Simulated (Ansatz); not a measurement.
# C$_{2}$H$_{6}$OSSi (SMILES C[Si]1(S)CO1): what the fields show

| atom | x (Å) | y (Å) | z (Å) |
| --- | --- | --- | --- |
| C | -1.3772 | -0.7224 | -0.9072 |
| Si | 0.1434 | 0.1087 | -0.1713 |
| S | 1.6650 | 0.4204 | -1.7439 |
| C | 0.5883 | 0.1854 | 1.6342 |
| O | -0.0662 | 1.4255 | 1.0042 |
| H | -1.1030 | -1.6685 | -1.3824 |
| H | -2.0987 | -0.9186 | -0.1094 |
| H | -1.8458 | -0.0767 | -1.6551 |
| H | 2.5819 | 1.1098 | -0.9897 |
| H | 1.6143 | 0.3614 | 1.9491 |
| H | -0.0364 | -0.2821 | 2.3921 |

All numbers below come from RKS PBE0/6-31G in Ansatz.

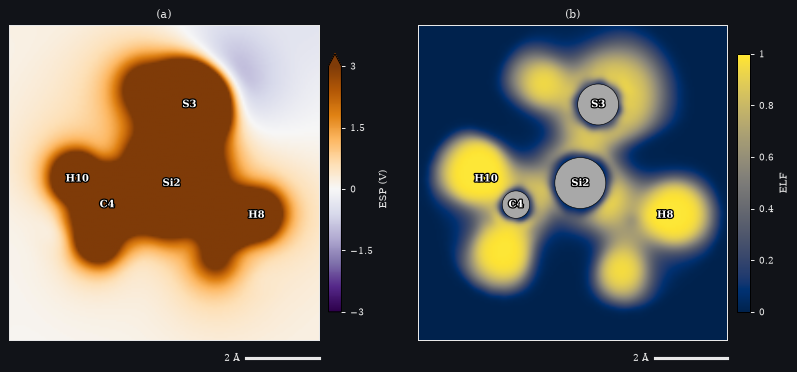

Figure 1. (a) electrostatic potential; (b) electron localisation function on the plane of atoms Si2, C4 and H10. Grey discs cover the atomic cores in the ELF map.

> Interpret the plot.

- Atoms in the plane: Si, S, C and H.
- C–Si (1.86 Å): the ELF peaks at about 0.85 between the atoms: localised, covalent bonding.
- Si–S (2.21 Å): the ELF peaks at about 0.85 between the atoms; a shared electron pair.
- C–H (1.09 Å): the ELF climbs to about 1 towards the hydrogen, as it does in any bond to H (an ordinary covalent bond to hydrogen).
- The ELF also peaks beside S3, away from the bonds: lone-pair regions.
- Outside the dense part of the molecule the potential is most negative (−0.9 V) near S3.

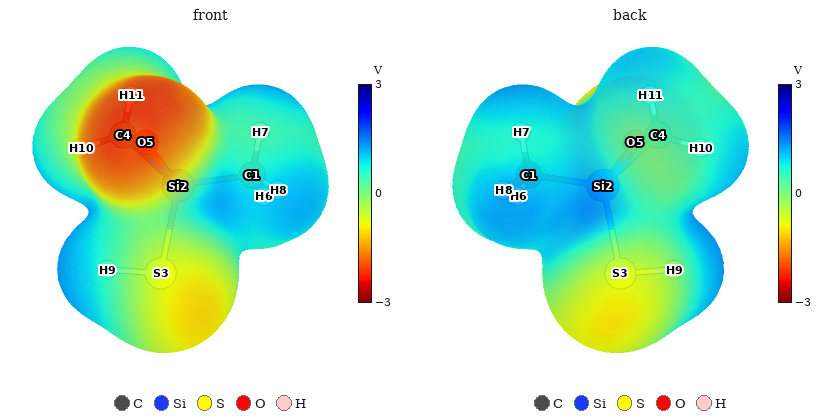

Figure 2. The molecular electrostatic potential painted on the density surface at 0.002 e/bohr³, seen from the front and from behind; the colour scale runs from red (negative) to blue (positive).

> Describe the electrostatic potential map.

The most negative region (about −2.2 V) lies over O5, the most positive (about +1.4 V) over Si2. O5 is the likeliest acceptor of a hydrogen bond.

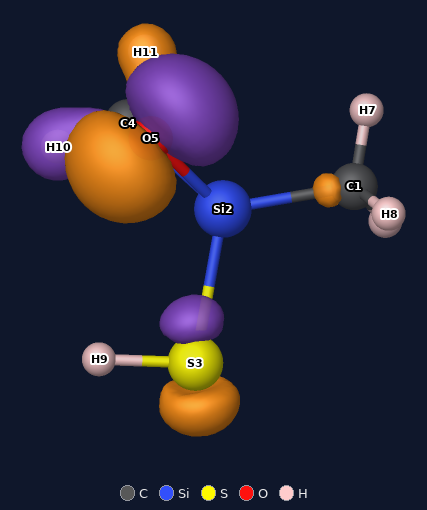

Figure 3. The HOMO−1 at ±0.15 Å⁻³ᐟ² (orange and purple are the two phases), seen across its widest extent.

> What is the character of this orbital?

It lies mainly on O5 (about 65 %), S3 (about 10 %) and C4 (about 10 %); largely a lone pair of O5. Its energy is −7.75 eV.
